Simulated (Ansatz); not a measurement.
# CH₂BBrF₂: an energy map over bond length C2–B3 and dihedral F1–C2–B3–F4

Aim: map the energy of CH₂BBrF₂, SMILES FCB(F)Br over two coordinates, and find its wells, ridges and stiffness.

Computed with Ansatz 0.2.0. Level: RKS r2SCAN-D4/def2-SVP.

## 1. The system as given

7 atoms, charge 0, spin multiplicity 1.

Atoms are counted from 1 here; the program's logs count them from 0.

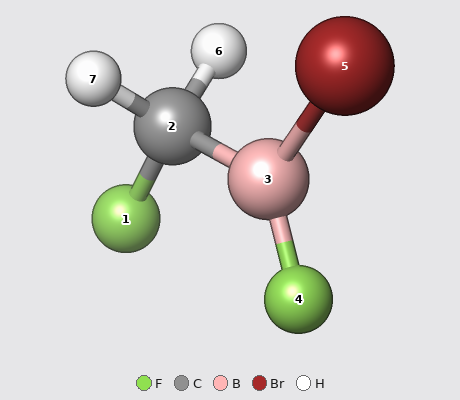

Start geometry, drawn with fluorine green, carbon grey, boron pink, bromine red, hydrogen white; atoms are numbered from 1 in the order of the file.

Coordinates:

```mol
CH2BBrF2
  3D, bonds by distance, orders not assigned

  7  6  0  0  0  0  0  0  0  0999 V2000
    0.2023   -1.4404    1.1356 F   0  0
    0.3609   -0.1659    0.6161 C   0  0
   -0.4440    0.0510   -0.7240 B   0  0
   -1.1762   -0.9079   -1.2646 F   0  0
   -0.3652    1.7608   -1.6106 Br  0  0
    0.0397    0.5952    1.3682 H   0  0
    1.4438    0.0393    0.4336 H   0  0
  1  2  8  0
  2  3  8  0
  2  6  8  0
  2  7  8  0
  3  4  8  0
  3  5  8  0
M  END
```

This geometry comes from a loose relaxation at PBE in a small basis, which is not shown.

## 3. Plan of the scan

First coordinate, bond length C2–B3: 11 values from 1.351 to 2.199 Å. Second coordinate, dihedral F1–C2–B3–F4: 10 values from −180 to 144 °, periodic.

Nothing else is relaxed (all other coordinates rigid). Energies count from the relaxed molecule at the same level.

(The set-up runs are not shown.)

## 4. The run at bond length C2–B3 = 1.605 Å, dihedral F1–C2–B3–F4 = 0°

Input file input.yaml:

```yaml
crystal:
  periodic: [false, false, false]
  atoms:
    - { symbol: F, position_ang: [0.196915, -1.433131, 1.119055] }
    - { symbol: C, position_ang: [0.36139, -0.158655, 0.612273] }
    - { symbol: B, position_ang: [-0.459358, 0.056489, -0.750119] }
    - { symbol: F, position_ang: [-1.186545, -0.900764, -1.277848] }
    - { symbol: Br, position_ang: [-0.3819, 1.757635, -1.640699] }
    - { symbol: H, position_ang: [0.040398, 0.586994, 1.36641] }
    - { symbol: H, position_ang: [1.437885, 0.037227, 0.437453] }
basis:
  gaussian: { orbitals: def2-SVP }
hamiltonian:
  xc: r2scan
  dispersion: d4
output:
  forces: true
```

Command:

```console
> ansatz run input.yaml --threads 1 --pin off --max-ram 2560MiB --backend cpu --events-out ev --progress --plain --runs-dir out
```

Further runs follow: the other points that were computed.

Before running it: what results should come out? Wanted: lowest point; highest computed point; dipole moment.

**Answer**, as computed:

| quantity | value |
| --- | --- |
| lowest point | bond length C2–B3 = 1.605 Å, dihedral F1–C2–B3–F4 = 0°, 1.3 kJ/mol |
| highest computed point | bond length C2–B3 = 2.199 Å, dihedral F1–C2–B3–F4 = −72°, 192 kJ/mol above the lowest |
| dipole moment (D) | 1.43 at bond length C2–B3 = 2.199 Å, dihedral F1–C2–B3–F4 = −180° to 2.17 at bond length C2–B3 = 1.351 Å, dihedral F1–C2–B3–F4 = −180°; 1.52 at the lowest point |
| time for the whole task | 7.3 min on 1 thread, shared host |

What this shows: The lowest computed point is at bond length C2–B3 = 1.605 Å, dihedral F1–C2–B3–F4 = 0°, 1.3 kJ/mol from the relaxed molecule at the same level. The grid is coarse, so the lowest point of the scanned range may lie between grid points; coordinates that were held can hide deeper minima. There is a further well near bond length C2–B3 = 1.605 Å, dihedral F1–C2–B3–F4 = −180° (3.6 kJ/mol above the lowest at that grid point). The highest computed point, bond length C2–B3 = 2.199 Å, dihedral F1–C2–B3–F4 = −72°, lies 192 kJ/mol above the lowest. On the interpolated surface the easiest way out of the lowest well to the well at bond length C2–B3 = 1.605 Å, dihedral F1–C2–B3–F4 = −180° passes a barrier of about 21 kJ/mol. Round the minimum the two coordinates are nearly uncoupled.
